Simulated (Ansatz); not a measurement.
**One shape, several levels: BNH6 (SMILES [BH3-][NH3+])**

Aim: a comparison of 6 runs (HF/3-21G, B3LYP/def2-TZVP, HSE06/def2-TZVP, PBE0/def2-TZVP, r2SCAN0/def2-TZVP, CCSD(T)/def2-TZVP) of BNH6. 

The results are computed with Ansatz 0.2.0.

51 further runs of the same task are left out: 51 set aside as unsound or not needed.

## 1. The structure to begin with

BNH6: 8 atoms, total charge 0, spin state singlet. SMILES: `[BH3-][NH3+]`. The B1–H3 distance was set to 1.818 Å, away from the relaxed value. At this shape a bond of the SMILES string is far longer than usual.

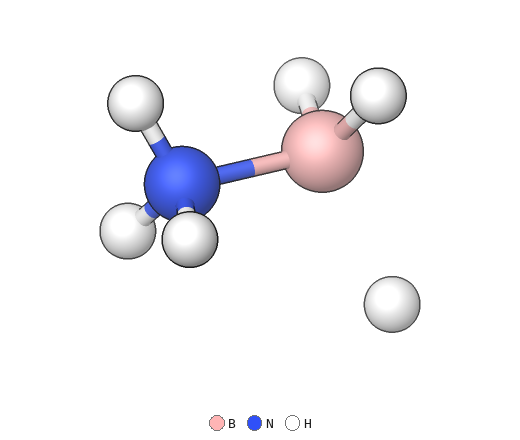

Viewed from a chosen angle; boron pink, nitrogen blue, hydrogen white.

## 2. The energy at HF/3-21G (run 1)

Input file input.yaml:

```yaml
crystal:
  periodic: [false, false, false]
  atoms:
    - {symbol: B, position_ang: [-0.247846, 0.740367, -0.422624]}
    - {symbol: N, position_ang: [0.149954, 0.234467, 1.084476]}
    - {symbol: H, position_ang: [-0.078200, -0.728400, -1.481000]}
    - {symbol: H, position_ang: [-1.389146, 1.139267, -0.334424]}
    - {symbol: H, position_ang: [0.547854, 1.616167, -0.685624]}
    - {symbol: H, position_ang: [0.084254, 0.996567, 1.751476]}
    - {symbol: H, position_ang: [1.100054, -0.121733, 1.108076]}
    - {symbol: H, position_ang: [-0.470546, -0.506933, 1.393276]}
basis:
  gaussian:
    orbitals: 3-21G.json
hamiltonian:
  xc: hf
accuracy: high
output: {orbitals: {seedname: orbitals}}
```

The basis set 3-21G is read from a file made from the Basis Set Exchange's data (not shown).

Started as:

```console
$ ansatz run input.yaml --threads 1 --pin off --max-ram 3480MiB --events-out events.jsonl --progress --plain --runs-dir runs
```

Log:

```text
Warning: RAYON_NUM_THREADS=1 ignored (pool sized by the plan → 1); use --threads N
Functional definition: HF
  name "HF"
  exchange = exact_x
  correlation = 0
706 factors; integrals over basis functions are off by at most 5.4e-9 eV
mean field evaluation 1: about -2233.0131 eV, gradient 1.8e1 eV
mean field evaluation 2: about -2233.0035 eV, gradient 1.8e1 eV
mean field evaluation 4: about -2234.0662 eV, gradient 1.4e0 eV
mean field evaluation 8: about -2234.0722 eV, gradient 1.7e-5 eV
mean field -2234.07216307 eV, -82.1006376842 hartree, gradient 2.9e-8 eV, S^2 0.000000; 0 other end points of the search recorded, 0 dependent functions left out
reference -2234.07216307 eV, -82.1006376842 hartree; 9, 9 occupied and 21, 21 virtual orbitals, 706 factors
Total energy: -2234.07216307 eV, -82.1006376842 hartree
```

Run time: 0.12 s. Hardware: 1 thread of Arm Neoverse V2, shared host.

## 3. A single-point energy at B3LYP/def2-TZVP (run 2)

Input file in.yaml:

```yaml
basis:
  gaussian: {orbitals: def2-TZVP}
crystal:
  periodic: [false, false, false]
  atoms:
    - {symbol: B, position_ang: [-0.247846, 0.740367, -0.422624]}
    - {symbol: "N", position_ang: [0.149954, 0.234467, 1.084476]}
    - {symbol: H, position_ang: [-0.078200, -0.728400, -1.481000]}
    - {symbol: H, position_ang: [-1.389146, 1.139267, -0.334424]}
    - {symbol: H, position_ang: [0.547854, 1.616167, -0.685624]}
    - {symbol: H, position_ang: [0.084254, 0.996567, 1.751476]}
    - {symbol: H, position_ang: [1.100054, -0.121733, 1.108076]}
    - {symbol: H, position_ang: [-0.470546, -0.506933, 1.393276]}
hamiltonian: {xc: {name: B3LYP}}
accuracy: high
output: {orbitals: {seedname: orbitals}}
```

Started as:

```console
$ ansatz run in.yaml --threads 1 --pin off --max-ram 3480MiB --events-out events.jsonl --progress --plain --runs-dir runs
```

Log:

```text
Warning: RAYON_NUM_THREADS=1 ignored (pool sized by the plan → 1); use --threads N
Functional definition: B3LYP
  name "B3LYP"
  parameter a0 = 0.2
  parameter ax = 0.72
  parameter ac = 0.81
  exchange = (1 - a0 - ax)*slater_x + ax*b88_x + a0*exact_x
  correlation = (1 - ac)*vwn_rpa_c + ac*lyp_c
1881 factors; integrals over basis functions are off by at most 3.8e-9 eV
mean field evaluation 1: about -2257.9612 eV, gradient 5.3e1 eV
mean field evaluation 2: about -2253.1496 eV, gradient 6.9e1 eV
mean field evaluation 4: about -2263.9195 eV, gradient 1.9e0 eV
mean field evaluation 8: about -2263.9255 eV, gradient 4.1e-2 eV
mean field evaluation 16: about -2263.9255 eV, gradient 9.1e-7 eV
mean field -2263.92550854 eV, -83.1977278952 hartree, gradient 1.6e-8 eV, S^2 0.000000; 0 other end points of the search recorded, 0 dependent functions left out
reference -2263.92554743 eV, -83.1977293242 hartree; 9, 9 occupied and 89, 89 virtual orbitals, 1881 factors
Total energy: -2263.92554743 eV, -83.1977293242 hartree
```

Run time: 3.9 s. Hardware: 1 thread of Arm Neoverse V2, shared host; peak memory 0.24 GiB.

Run 3 isn't shown in full; the table further down has it.

## 4. A single-point energy at PBE0/def2-TZVP (run 4)

Input file molecule.yaml:

```yaml
crystal:
  periodic: [false, false, false]
  atoms:
    - {symbol: B, position_ang: [-0.247846, 0.740367, -0.422624]}
    - {symbol: "N", position_ang: [0.149954, 0.234467, 1.084476]}
    - {symbol: H, position_ang: [-0.078200, -0.728400, -1.481000]}
    - {symbol: H, position_ang: [-1.389146, 1.139267, -0.334424]}
    - {symbol: H, position_ang: [0.547854, 1.616167, -0.685624]}
    - {symbol: H, position_ang: [0.084254, 0.996567, 1.751476]}
    - {symbol: H, position_ang: [1.100054, -0.121733, 1.108076]}
    - {symbol: H, position_ang: [-0.470546, -0.506933, 1.393276]}
basis:
  gaussian:
    orbitals: def2-TZVP
hamiltonian:
  xc: {name: PBE0}
accuracy: high
output:
  orbitals: {seedname: orbitals}
```

Started as:

```console
$ ansatz run molecule.yaml --threads 1 --pin off --max-ram 3480MiB --events-out events.jsonl --progress --plain --runs-dir runs
```

Log:

```text
Warning: RAYON_NUM_THREADS=1 ignored (pool sized by the plan → 1); use --threads N
Functional definition: PBE0
  name "PBE0"
  parameter a = 0.25
  parameter kappa = 0.804
  parameter beta = 0.06672455060314922
  exchange = (1 - a)*pbe_x(kappa = kappa, mu = beta*pi^2/3) + a*exact_x
  correlation = pbe_c(beta = beta)
1881 factors; integrals over basis functions are off by at most 3.8e-9 eV
mean field evaluation 1: about -2255.7402 eV, gradient 4.8e1 eV
mean field evaluation 2: about -2253.3668 eV, gradient 5.7e1 eV
mean field evaluation 4: about -2260.5954 eV, gradient 1.5e0 eV
mean field evaluation 8: about -2260.5975 eV, gradient 7.1e-3 eV
mean field evaluation 16: about -2260.5975 eV, gradient 1.1e-7 eV
mean field -2260.59754925 eV, -83.0754276470 hartree, gradient 1.3e-8 eV, S^2 0.000000; 0 other end points of the search recorded, 0 dependent functions left out
reference -2260.59755204 eV, -83.0754277494 hartree; 9, 9 occupied and 89, 89 virtual orbitals, 1881 factors
Total energy: -2260.59755204 eV, -83.0754277494 hartree
```

Run time: 3.9 s. Hardware: 1 thread of Arm Neoverse V2, shared host; peak memory 0.24 GiB.

Run 5 isn't shown in full; the table further down has it.

## 5. A single-point energy at CCSD(T)/def2-TZVP (run 6)

molecule.yaml, as its differences from that of step 4:

```diff
@@ -4,3 +4,3 @@
     - {symbol: B, position_ang: [-0.247846, 0.740367, -0.422624]}
-    - {symbol: "N", position_ang: [0.149954, 0.234467, 1.084476]}
+    - {symbol: N, position_ang: [0.149954, 0.234467, 1.084476]}
     - {symbol: H, position_ang: [-0.078200, -0.728400, -1.481000]}
@@ -12,8 +12,5 @@
 basis:
-  gaussian:
-    orbitals: def2-TZVP
-hamiltonian:
-  xc: {name: PBE0}
+  gaussian: {orbitals: def2-TZVP}
+correlation: {method: ccsd_t, frozen_orbitals: {B: 1, H: 0, "N": 1}}
+scf: {omitted_lower_state_checks: [cluster_reference, increment]}
 accuracy: high
-output:
-  orbitals: {seedname: orbitals}
```

Started as:

```console
$ ansatz run molecule.yaml --threads 1 --pin off --max-ram 3480MiB --events-out events.jsonl --progress --plain --runs-dir runs
```

Log, cut to the lines that bear on the results:

```text
Warning: RAYON_NUM_THREADS=1 ignored (pool sized by the plan → 1); use --threads N
[... 2 set-up lines as earlier in the session ...]
[...]
1881 factors; integrals over basis functions are off by at most 3.8e-9 eV
[...]
mean field -2247.38686400 eV, -82.5899439184 hartree, gradient 2.1e-8 eV, S^2 0.000000; 0 other end points of the search recorded, 0 dependent functions left out
2 core orbitals not correlated: weight in the atoms' cores, before any rotation towards them, 1.000 or more for the frozen orbitals, at most 0.000 for the correlated occupied ones
reference -2247.38686400 eV, -82.5899439184 hartree; 7, 7 occupied and 89, 89 virtual orbitals, 1881 factors
second order -9.49798729 eV of doubles, -0.00000000 eV of singles
cycle   1  -10.11850298 eV  change   -6.2e-1 eV  update   7.4e-2
[...]
cycle  21  -10.49299977 eV  change  -6.8e-10 eV  update  8.8e-10
perturbative correction -0.33669794 eV, -0.0123734212 hartree
Total energy: -2258.21656171 eV, -82.9879279687 hartree
Checks for a lower state left out: cluster_reference, increment
```

It took 13 s on 1 thread of Arm Neoverse V2, shared host; peak memory 0.74 GiB.

## 6. The series

| run | level | frozen core orbitals | energy (Eh) | HOMO energy (eV) | LUMO energy (eV) | HOMO–LUMO gap (eV) | wall time |
| --- | --- | --- | --- | --- | --- | --- | --- |
| 1 | HF/3-21G | – | -82.100638 | -8.79 | 5.31 | 14.09 | 0.12 s |
| 2 | B3LYP/def2-TZVP | – | -83.197729 | -6.35 | -0.57 | 5.78 | 3.9 s |
| 3 | HSE06/def2-TZVP | – | -83.069836 | -6.12 | -0.55 | 5.57 | 4.2 s |
| 4 | PBE0/def2-TZVP | – | -83.075428 | -6.52 | -0.18 | 6.34 | 3.9 s |
| 5 | r2SCAN0/def2-TZVP | – | -83.119361 | -6.66 | 0.34 | 7.00 | 6.6 s |
| 6 | CCSD(T)/def2-TZVP | 2 | -82.987928 | – | – | – | 13 s |

## 7. Results

| quantity | value |
| --- | --- |
| run 6: total energy | -82.98793 Eh |
| run 6: correlation energy (2 core orbitals frozen) | -398.0 mEh |
| run 6: (T) correction | -12.37 mEh |
| run 6: T1 diagnostic | 0.014 |

**Reading.** Over runs 1, 2, 3, 4, 5 the HOMO–LUMO gap runs from 5.57 eV (HSE06/def2-TZVP) to 14.09 eV (HF/3-21G). The two ends differ in method and basis. Totals of different functionals can't be ranked against each other. All runs together took 32 s, the longest 13 s.
